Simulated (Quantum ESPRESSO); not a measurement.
# BaZrO3 (Pm-3m): zone-centre phonons

Which modes does BaZrO3 (Pm-3m) have at the zone centre?

Main program and level: Quantum ESPRESSO 7.5; DFT LDA, scalar-relativistic, plane waves, PseudoDojo norm-conserving pseudopotentials.

### 1. The starting structure

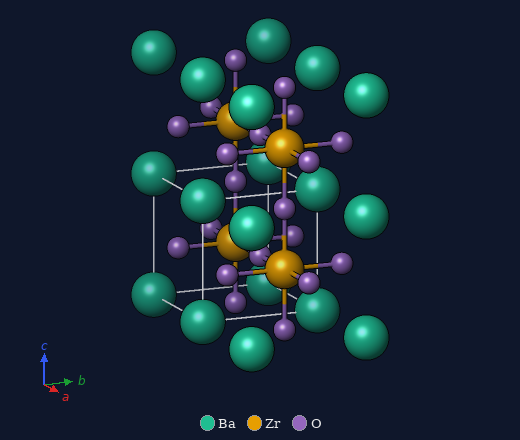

The starting structure, seen slightly off an axis (barium teal, zirconium orange, oxygen purple). 2×1×2 cells are drawn. Some periodic images of atoms are drawn too.

### 2. A probe with smearing

A cheap run with smearing and empty bands tells whether the crystal has a gap, which decides between fixed occupations and smearing later on.

probe.in

```
&CONTROL
  calculation = 'scf'
  prefix      = 'x'
  outdir      = './tmp'
  pseudo_dir  = './pseudo'
  tprnfor     = .true.
  tstress     = .true.
  verbosity   = 'high'
/
&SYSTEM
  ibrav       = 1
  celldm(1)   = 7.9204847
  nat         = 5
  ntyp        = 3
  ecutwfc     = 92.0
  occupations = 'smearing'
  smearing    = 'gaussian'
  degauss     = 0.01
/
&ELECTRONS
  conv_thr         = 1.0d-07
  mixing_beta      = 0.7
  electron_maxstep = 100
/
ATOMIC_SPECIES
 Ba    137.3270  Ba.upf
 Zr     91.2240  Zr.upf
 O      15.9990  O.upf
ATOMIC_POSITIONS crystal
 Ba     0.000000000   0.000000000   0.000000000
 Zr     0.500000000   0.500000000   0.500000000
 O      0.000000000   0.500000000   0.500000000
 O      0.500000000   0.000000000   0.500000000
 O      0.500000000   0.500000000   0.000000000
K_POINTS automatic
 4 4 4 0 0 0
```

The run is started by

```bash
OMP_NUM_THREADS=1 mpirun -n 4 pw.x -nk 4 -in probe.in > probe.out
```

What it wrote:

```text
[banners, grids, parts of the stress and lines that vanish by symmetry left out]
Program PWSCF v.7.5
     bravais-lattice index     =            1
     lattice parameter (alat)  =       7.9205  a.u.
[...]
kinetic-energy cutoff     =      92.0000  Ry
     charge density cutoff     =     368.0000  Ry
     scf convergence threshold =      1.0E-07
[...]
Exchange-correlation= SLA  PW   NOGX NOGC
                           (   1   4   0   0   0   0   0)
[...]
48 Sym. Ops., with inversion, found
[...]
(     0          1          0      )
                  (     0          0          1      )
[...]
(  0.0000000  1.0000000  0.0000000 )
                  (  0.0000000  0.0000000  1.0000000 )
[...]
(     0         -1          0      )
                  (     0          0          1      )
[...]
( -1.0000000  0.0000000  0.0000000 )
                  (  0.0000000  1.0000000  0.0000000 )
[...]
number of k points=    10  Gaussian smearing, width (Ry)=  0.0100
[...]
End of self-consistent calculation
[...]
the Fermi energy is    11.0385 ev
!    total energy              =    -257.52451143 Ry
[...]
convergence has been achieved in   9 iterations
[...]
atom    1 type  1   force =     0.00000000    0.00000000    0.00000000
     atom    2 type  2   force =     0.00000000    0.00000000    0.00000000
     atom    3 type  3   force =     0.00000000    0.00000000    0.00000000
     atom    4 type  3   force =     0.00000000    0.00000000    0.00000000
     atom    5 type  3   force =     0.00000000    0.00000000    0.00000000
[...]
Total force =     0.000000     Total SCF correction =     0.000000
[...]
total   stress  (Ry/bohr**3)                   (kbar)     P=      -48.95
[...]
XML data file, charge density, pseudopotentials, collected wavefunctions

   JOB DONE.
```

Elapsed: 4.4 s, on 4 MPI ranks of AMD EPYC 9B45 (Zen 5), shared host; 17 s of CPU time.

This step gave:

```
volume per atom   : 14.73 Å³
pressure          : -4.895 GPa
gap on the k-mesh : 3.105 eV
```

A gap of 3.1 eV opens on this mesh, so the crystal is taken as an insulator; the start stands at -4.9 GPa.

### 3. Relaxation

The relaxation runs at a cutoff a fifth above that of the response, since stress converges more slowly with the basis than frequencies do. Forces and stress are brought to rest with tight thresholds.

relax.in

```
&CONTROL
  calculation   = 'vc-relax'
  prefix        = 'x'
  outdir        = './tmp'
  pseudo_dir    = './pseudo'
  tprnfor       = .true.
  tstress       = .true.
  forc_conv_thr = 2.0d-05
  etot_conv_thr = 1.0d-07
  nstep         = 40
/
&SYSTEM
  ibrav       = 1
  celldm(1)   = 7.9204847
  nat         = 5
  ntyp        = 3
  ecutwfc     = 110
  occupations = 'fixed'
  nbnd        = 22
/
&ELECTRONS
  conv_thr         = 1.0d-11
  mixing_beta      = 0.7
  electron_maxstep = 100
/
&IONS
/
&CELL
  press_conv_thr = 0.2
/
ATOMIC_SPECIES
 Ba    137.3270  Ba.upf
 Zr     91.2240  Zr.upf
 O      15.9990  O.upf
ATOMIC_POSITIONS crystal
 Ba     0.000000000   0.000000000   0.000000000
 Zr     0.500000000   0.500000000   0.500000000
 O      0.000000000   0.500000000   0.500000000
 O      0.500000000   0.000000000   0.500000000
 O      0.500000000   0.500000000   0.000000000
K_POINTS automatic
 6 6 6 0 0 0
```

The run is started by

```bash
OMP_NUM_THREADS=1 mpirun -n 4 pw.x -nk 4 -in relax.in > relax.out
```

What it wrote:

```text
[banners, grids, parts of the stress and lines that vanish by symmetry left out]
[banner, memory and clock lines left out]
Program PWSCF v.7.5

[...]
kinetic-energy cutoff     =     110.0000  Ry
     charge density cutoff     =     440.0000  Ry
     scf convergence threshold =      1.0E-11
[...]
energy convergence thresh.=      1.0E-07
     force convergence thresh. =      2.0E-05
     press convergence thresh. =      2.0E-01
     Exchange-correlation= SLA  PW   NOGX NOGC
                           (   1   4   0   0   0   0   0)
[...]
48 Sym. Ops., with inversion, found
[...]
number of k points=    20
[...]
End of self-consistent calculation
[...]
highest occupied, lowest unoccupied level (ev):     9.5476   12.6578
!    total energy              =    -257.52527945 Ry
[...]
convergence has been achieved in  15 iterations
[...]
atom    1 type  1   force =     0.00000000    0.00000000    0.00000000
     atom    2 type  2   force =     0.00000000    0.00000000    0.00000000
     atom    3 type  3   force =     0.00000000    0.00000000    0.00000000
     atom    4 type  3   force =     0.00000000    0.00000000    0.00000000
     atom    5 type  3   force =     0.00000000    0.00000000    0.00000000
     Total force =     0.000000     Total SCF correction =     0.000000
[...]
total   stress  (Ry/bohr**3)                   (kbar)     P=      -49.10
[...]
number of bfgs steps    =   0
[...]
CELL_PARAMETERS (alat=  7.92048470)
[...]
ATOMIC_POSITIONS (crystal)
Ba               0.0000000000        0.0000000000        0.0000000000
Zr               0.5000000000        0.5000000000        0.5000000000
O                0.0000000000        0.5000000000        0.5000000000
O                0.5000000000        0.0000000000        0.5000000000
[...]
New effective cutoffs (rho, wfc):  447.31  111.85
[...]
End of self-consistent calculation
[...]
highest occupied, lowest unoccupied level (ev):     9.8859   13.0488
!    total energy              =    -257.52772950 Ry
[...]
convergence has been achieved in   9 iterations
[...]
atom    1 type  1   force =     0.00000000    0.00000000    0.00000000
     atom    2 type  2   force =     0.00000000    0.00000000    0.00000000
     atom    3 type  3   force =     0.00000000    0.00000000    0.00000000
     atom    4 type  3   force =     0.00000000    0.00000000    0.00000000
     atom    5 type  3   force =     0.00000000    0.00000000    0.00000000
     Total force =     0.000000     Total SCF correction =     0.000000
[...]
total   stress  (Ry/bohr**3)                   (kbar)     P=       -8.39
[...]
number of bfgs steps    =   1
[...]
CELL_PARAMETERS (alat=  7.92048470)
[...]
ATOMIC_POSITIONS (crystal)
[...]
New effective cutoffs (rho, wfc):  448.84  112.23
[...]
End of self-consistent calculation
[...]
highest occupied, lowest unoccupied level (ev):     9.9556   13.1290
!    total energy              =    -257.52779641 Ry
[...]
convergence has been achieved in  10 iterations
[...]
atom    1 type  1   force =     0.00000000    0.00000000    0.00000000
     atom    2 type  2   force =     0.00000000    0.00000000    0.00000000
     atom    3 type  3   force =     0.00000000    0.00000000    0.00000000
     atom    4 type  3   force =     0.00000000    0.00000000    0.00000000
[...]
Total force =     0.000000     Total SCF correction =     0.000000
[...]
total   stress  (Ry/bohr**3)                   (kbar)     P=        0.45
[...]
number of bfgs steps    =   2
[...]
CELL_PARAMETERS (alat=  7.92048470)
[...]
ATOMIC_POSITIONS (crystal)
[...]
New effective cutoffs (rho, wfc):  448.76  112.21
[...]
End of self-consistent calculation
[...]
highest occupied, lowest unoccupied level (ev):     9.9520   13.1249
!    total energy              =    -257.52779659 Ry
[...]
convergence has been achieved in   6 iterations
[...]
Total force =     0.000000     Total SCF correction =     0.000000
[...]
total   stress  (Ry/bohr**3)                   (kbar)     P=       -0.00
[...]
number of bfgs steps    =   3
[...]
small trust_radius: resetting bfgs history
[...]
CELL_PARAMETERS (alat=  7.92048470)
[...]
ATOMIC_POSITIONS (crystal)
[...]
New effective cutoffs (rho, wfc):  448.76  112.21
[...]
End of self-consistent calculation
[...]
highest occupied, lowest unoccupied level (ev):     9.9521   13.1250
!    total energy              =    -257.52779659 Ry
[...]
convergence has been achieved in   3 iterations
[...]
atom    3 type  3   force =     0.00000000    0.00000000    0.00000000
     atom    4 type  3   force =     0.00000000    0.00000000    0.00000000
     atom    5 type  3   force =     0.00000000    0.00000000    0.00000000
     Total force =     0.000000     Total SCF correction =     0.000000
[...]
total   stress  (Ry/bohr**3)                   (kbar)     P=       -0.00
[...]
bfgs converged in   5 scf cycles and   4 bfgs steps
[...]
End of BFGS Geometry Optimization
     Final enthalpy           =    -257.5277965942 Ry
     File ./tmp/x.bfgs deleted, as requested
[...]
CELL_PARAMETERS (alat=  7.92048470)
[...]
ATOMIC_POSITIONS (crystal)
[...]
O                0.5000000000        0.0000000000        0.5000000000
O                0.5000000000        0.5000000000        0.0000000000
[...]
Final scf calculation at the relaxed structure.
[...]
kinetic-energy cutoff     =     110.0000  Ry
     charge density cutoff     =     440.0000  Ry
     scf convergence threshold =      1.0E-13
[...]
press convergence thresh. =      2.0E-01
     Exchange-correlation= SLA  PW   NOGX NOGC
                           (   1   4   0   0   0   0   0)
[...]
48 Sym. Ops., with inversion, found
[...]
number of k points=    20
[...]
End of self-consistent calculation
[...]
highest occupied, lowest unoccupied level (ev):     9.9521   13.1250
!    total energy              =    -257.52779351 Ry
[...]
convergence has been achieved in  20 iterations
[...]
atom    1 type  1   force =     0.00000000    0.00000000    0.00000000
     atom    2 type  2   force =     0.00000000    0.00000000    0.00000000
     atom    3 type  3   force =     0.00000000    0.00000000    0.00000000
     atom    4 type  3   force =     0.00000000    0.00000000    0.00000000
     atom    5 type  3   force =     0.00000000    0.00000000    0.00000000
     Total force =     0.000000     Total SCF correction =     0.000000
[...]
total   stress  (Ry/bohr**3)                   (kbar)     P=       -0.00
[...]
XML data file, charge density, pseudopotentials, collected wavefunctions
```

It took 46 s on 4 MPI ranks; 3 min of CPU time.

The steps of the relaxation:

| step | energy less that of the first step (eV) | largest force (eV/Å) | pressure (GPa) | volume (Å³) |
| --- | --- | --- | --- | --- |
| 1 | 0.0000 | 0.0000 | -4.91 | 73.63 |
| 2 | -0.0333 | 0.0000 | -0.84 | 71.80 |
| 3 | -0.0342 | 0.0000 | 0.04 | 71.44 |
| 4 | -0.0342 | 0.0000 | 0.00 | 71.46 |
| 5 | -0.0342 | 0.0000 | 0.00 | 71.46 |
| 6 | -0.0342 | 0.0000 | 0.00 | 71.46 |

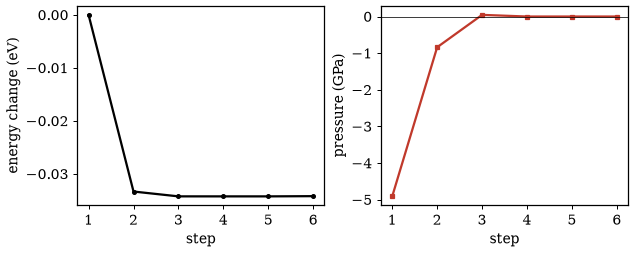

Energy and pressure along the relaxation.

| conventional cell, symmetrised | before | after | change |
| --- | --- | --- | --- |
| a (Å) | 4.191 | 4.150 | -1.0 % |
| b (Å) | 4.191 | 4.150 | -1.0 % |
| c (Å) | 4.191 | 4.150 | -1.0 % |
| volume (Å³/atom) | 14.73 | 14.29 | -3.0 % |

Final coordinates:

```
Ba Zr O
1.0
     4.14965    0.00000    0.00000
     0.00000    4.14965    0.00000
     0.00000    0.00000    4.14965
Ba Zr O
1 1 3
Cartesian
  0.0000 0.0000 0.0000
  2.0748 2.0748 2.0748
  0.0000 2.0748 2.0748
  2.0748 0.0000 2.0748
  2.0748 2.0748 0.0000
```

The last row of the table of steps is pw.x's closing run on a basis chosen anew for the final cell, so its energy can jump.

Numbers from this step:

```yaml
volume_per_atom: 14.29 Å³
pressure: 0 GPa
gap_on_the_k_mesh: 3.173 eV
```

The volume changes by -3.0 % from the cell with which this run began.

### 4. Ground state

Perturbation theory inherits every error of the wavefunctions, so the threshold is set near the limit of the arithmetic. With a gap, occupations are fixed, which also allows the response to an electric field.

scf.in

```
&CONTROL
  calculation = 'scf'
  prefix      = 'x'
  outdir      = './tmp'
  pseudo_dir  = './pseudo'
  tprnfor     = .true.
  tstress     = .true.
/
&SYSTEM
  ibrav       = 1
  celldm(1)   = 7.84170803
  nat         = 5
  ntyp        = 3
  ecutwfc     = 92.0
  occupations = 'fixed'
  nbnd        = 22
/
&ELECTRONS
  conv_thr         = 1.0d-12
  mixing_beta      = 0.7
  electron_maxstep = 100
/
ATOMIC_SPECIES
 Ba    137.3270  Ba.upf
 Zr     91.2240  Zr.upf
 O      15.9990  O.upf
ATOMIC_POSITIONS crystal
 Ba     0.000000000   0.000000000   0.000000000
 Zr     0.500000000   0.500000000   0.500000000
 O      0.000000000   0.500000000   0.500000000
 O      0.500000000   0.000000000   0.500000000
 O      0.500000000   0.500000000   0.000000000
K_POINTS automatic
 6 6 6 0 0 0
```

The run is started by

```bash
OMP_NUM_THREADS=1 mpirun -n 4 pw.x -nk 4 -in scf.in > scf.out
```

What it wrote:

```text
[banners, grids, parts of the stress and lines that vanish by symmetry left out]
[banner, memory and clock lines left out]
Program PWSCF v.7.5

[...]
kinetic-energy cutoff     =      92.0000  Ry
     charge density cutoff     =     368.0000  Ry
     scf convergence threshold =      1.0E-12
[...]
Exchange-correlation= SLA  PW   NOGX NOGC
                           (   1   4   0   0   0   0   0)
[...]
48 Sym. Ops., with inversion, found
[...]
number of k points=    20
[...]
End of self-consistent calculation
[...]
highest occupied, lowest unoccupied level (ev):     9.9521   13.1250
!    total energy              =    -257.52776324 Ry
[...]
convergence has been achieved in  16 iterations
[...]
atom    1 type  1   force =     0.00000000    0.00000000    0.00000000
     atom    2 type  2   force =     0.00000000    0.00000000    0.00000000
     atom    3 type  3   force =     0.00000000    0.00000000    0.00000000
     atom    4 type  3   force =     0.00000000    0.00000000    0.00000000
     atom    5 type  3   force =     0.00000000    0.00000000    0.00000000
     Total force =     0.000000     Total SCF correction =     0.000000
[...]
total   stress  (Ry/bohr**3)                   (kbar)     P=        0.01
[...]
XML data file, charge density, pseudopotentials, collected wavefunctions
```

Run time: 9.8 s. Hardware: 4 MPI ranks.

Read from the output:

```
pressure : 0.001 GPa
```

The cell stands at 0.001 GPa, close enough for phonons.

(Continued in part 2 of 4.)

[Host names and launcher messages were left out of these logs when they were recorded.]

[Logs are printed without paths, hosts, clocks, repeated set-up lines and the standing remarks that a program may print on its own settings, such as how far it seeks lower states.]

[Hosts, paths, dates, database ids (printed as entryN), source tags and the programs' standing remarks are cut or masked in the printed files.]
